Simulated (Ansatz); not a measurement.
A series of calculations on BH₃Cl₂

Part 1: Relaxation

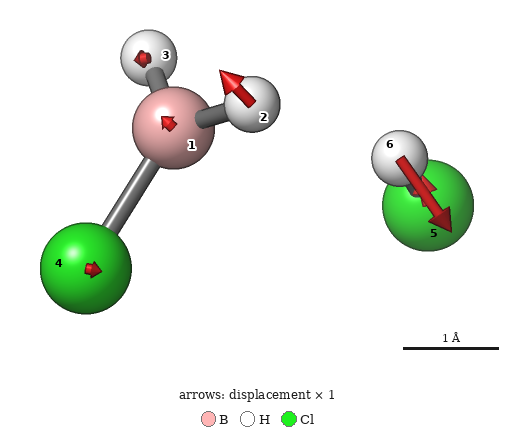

This is a relaxation of BH3Cl2. The starting structure is drawn; red arrows show the displacements, at their true length. The two geometries are superimposed by the best rigid fit.

Style: ball-and-stick. Shown at a tilt.

The run prepares an end point of a later path (reaction) calculation, from a guessed geometry.

Method: RKS B3LYP-D4/cc-pVDZ (Ansatz 0.2.0).

Input
```yaml
crystal:
  periodic: [false, false, false]
  atoms:
    - { symbol: B, position_ang: [-0.038801, 0.239237, -0.040722] }
    - { symbol: H, position_ang: [-0.103895, 0.376, 1.146298] }
    - { symbol: H, position_ang: [0.989376, 0.037111, -0.619238] }
    - { symbol: Cl, position_ang: [-1.518307, 0.439864, -0.960549] }
    - { symbol: Cl, position_ang: [-0.121878, -2.594419, 1.116815] }
    - { symbol: H, position_ang: [-0.181695, -1.397593, 1.712095] }
basis:
  gaussian: { orbitals: cc-pVDZ }
hamiltonian:
  xc: b3lyp
  dispersion: d4
relax:
  f_tol: 0.03
  max_steps: 50
```

Launched with:
```bash
ansatz run input.yaml --threads 1 --pin off --max-ram 2048MiB --backend cpu --events-out ev --progress --plain --runs-dir out
```

Q: Which element moves most?

A: Hydrogen: up to 0.96 Å, against 0.37 Å for chlorine.

Q: What did the optimiser do to the structure, and how much energy did it gain?

A: The atom that moves furthest after the best rigid fit is H6 (0.96 Å). By element the largest moves are H 0.96 Å, Cl 0.37 Å, B 0.18 Å. Among the contacts that change: Cl5–H6 1.338 → 1.298 Å, B1–Cl4 1.754 → 1.765 Å. Over 15 accepted moves (18 points after the start) the energy falls by 0.083 eV. The largest force component goes from 0.97 to 0.0067 eV/Å. The line search rejected the trial steps at points 7, 9, 12 of the run. The forces were under the threshold at step 6, but the run went on from there.

Part 2: Relaxation

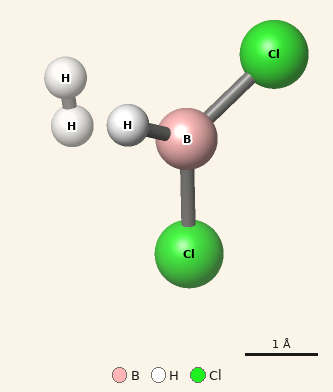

Starting structure of BH₃Cl₂. The picture is a ball-and-stick view, seen at a tilt.

The run prepares an end point of a later path (reaction) calculation, from a guessed geometry.

All numbers below come from RKS B3LYP-D4/cc-pVDZ (Ansatz 0.2.0).

Input file:
```yaml
crystal:
  periodic: [false, false, false]
  atoms:
    - { symbol: B, position_ang: [-0.107036, -0.568146, -0.364966] }
    - { symbol: H, position_ang: [-0.042641, 0.242556, 1.890519] }
    - { symbol: H, position_ang: [0.944537, -0.009561, -0.442354] }
    - { symbol: Cl, position_ang: [-1.590268, 0.219662, -0.856246] }
    - { symbol: Cl, position_ang: [-0.139588, -2.312347, 0.161398] }
    - { symbol: H, position_ang: [-0.040203, -0.471964, 1.96635] }
basis:
  gaussian: { orbitals: cc-pVDZ }
hamiltonian:
  xc: b3lyp
  dispersion: d4
relax:
  f_tol: 0.03
  max_steps: 50
```

Run as
```bash
ansatz run input.yaml --threads 1 --pin off --max-ram 2048MiB --backend cpu --events-out ev --progress --plain --runs-dir out
```

Q: Where does the relaxation end?

A: The atom that moves furthest after the best rigid fit is H6 (0.57 Å). Largest moves by element: H 0.57 Å, Cl 0.40 Å, B 0.30 Å. Some distances before and after: B1–Cl5 1.822 → 1.756 Å, H2–H6 0.719 → 0.762 Å, B1–Cl4 1.750 → 1.755 Å. Over 7 geometry steps the energy falls by 4.86 kcal/mol. Largest force component: 1.8 eV/Å at the start, 0.009 eV/Å at the end.

The structure at the end:

```xyz
6

B    -0.0967   -0.7020   -0.6335
H    -0.1348    0.4513    2.3705
H     0.9549   -0.1391   -0.7082
Cl   -1.5804    0.1809   -0.9481
Cl   -0.1427   -2.4085   -0.2238
H     0.0245   -0.2824    2.4978
```

After the run, drawn alike:

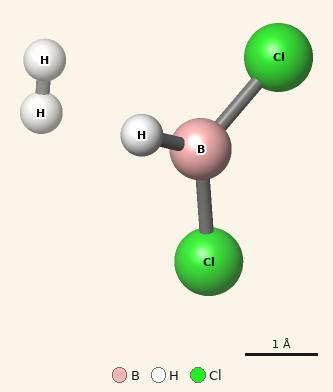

Limits of the set-up: the start holds two separate molecules, 2.3 Å apart at their closest, whose relative position is a soft coordinate.

Part 3: Path

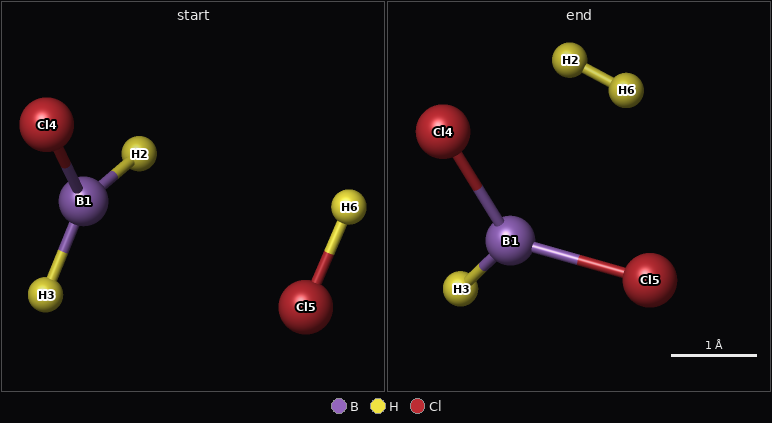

The two relaxed end points of a path for BH3Cl2, made up at the start of BH2Cl and HCl. The picture is a ball-and-stick view, seen from a free direction.

The calculation used RKS B3LYP-D4/cc-pVDZ (Ansatz).

Run with 9 movable images; climbing image; force threshold 0.05 eV/Å; iteration limit 60.

Start:
```xyz
6

B     0.0352    0.3725   -0.1262
H     0.1693    0.8056    0.9838
H     0.9453    0.0691   -0.8441
Cl   -1.6013    0.2975   -0.7840
Cl    0.2326   -2.3717    1.1700
H    -0.7562   -2.0728    1.9553
```

End:
```xyz
6

B     0.0243   -0.6469   -0.6288
H    -0.4115    0.3549    2.3980
H     1.0285   -0.0015   -0.5707
Cl   -1.4871    0.1328   -1.0616
Cl    0.0769   -2.3695   -0.2942
H    -0.2064   -0.3696    2.5121
```

> What barrier does the band find between them, and by what path?

The energy climbs by 15.9 kcal/mol to image 5 and then falls by 31.4 kcal/mol, so the end point sits at −15.5 kcal/mol. Breaking: B1–H2 (1.20 → 1.30 at the top → 3.22 Å), Cl5–H6 (1.30 → 1.55 at the top → 3.46 Å). Forming: B1–Cl5 (3.04 → 2.15 at the top → 1.76 Å), H2–H6 (3.18 → 1.07 at the top → 0.76 Å). The band converged in 25 iterations, with a climbing image at the top. At the top, the vibrational analysis gives one imaginary mode (847i cm⁻¹), as a transition state must have.

Energies of the converged images:

| image | path (Å) | E (kcal/mol) |
| --- | --- | --- |
| 0 | 0.00 | 0.0 |
| 1 | 0.48 | 0.1 |
| 2 | 0.97 | 0.5 |
| 3 | 1.45 | 1.7 |
| 4 | 1.94 | 6.6 |
| 5 | 2.42 | 15.9 |
| 6 | 2.90 | 3.6 |
| 7 | 3.38 | -7.5 |
| 8 | 3.86 | -13.4 |
| 9 | 4.33 | -15.1 |
| 10 | 4.80 | -15.5 |

The geometry at the top of the path:

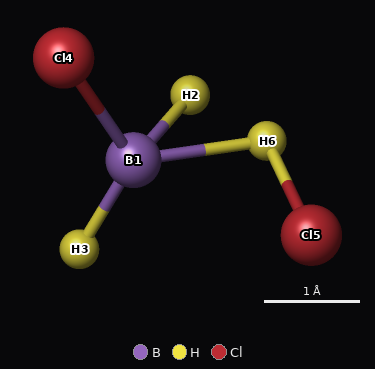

Limits of the set-up: the start holds two separate molecules, 3.0 Å apart at their closest, whose relative position is a soft coordinate.
